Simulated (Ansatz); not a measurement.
**A family of molecules: the dipole moment**

One atom is swapped for its congeners: C2H9BO `[BH3-][O+](C)C`; C2H9AlO `C[O+](C)[AlH3-]`; C2H9InO `C[O+](C)[InH3-]`. The Ga member is missing. All are singlets with charge 0.

Shapes, held fixed at every level: PBE0-D4/def2-TZVP. Programs: Ansatz 0.2.0. Values in D.

| level | C2H9BO | C2H9AlO | C2H9InO |
| --- | --- | --- | --- |
| PBE-D4/def2-TZVPP | 4.63 | 4.95 | 3.66 |
| r2SCAN-D4/def2-TZVPP | 4.69 | 5.08 | 3.71 |
| B3LYP-D4/def2-TZVPP | 4.71 | 5.08 | 3.73 |
| wB97M-V/def2-TZVPP | 4.75 | 5.12 | 3.71 |

At wB97M-V/def2-TZVPP the dipole moment isn't monotonic: it is largest for Al and smallest for In (5.12 and 3.71 D). Every level shows the same order. For atoms past krypton def2 sets carry core potentials with scalar relativity.

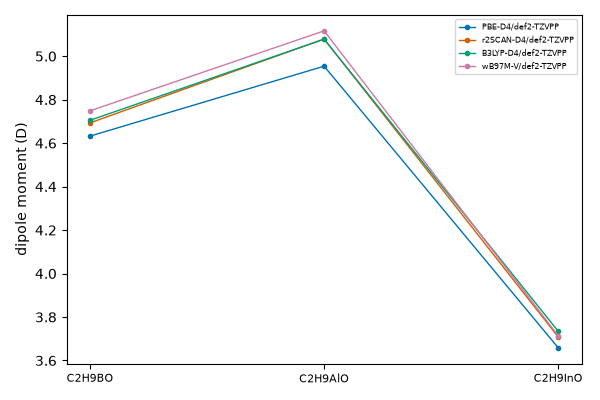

The trend along the series, level by level.
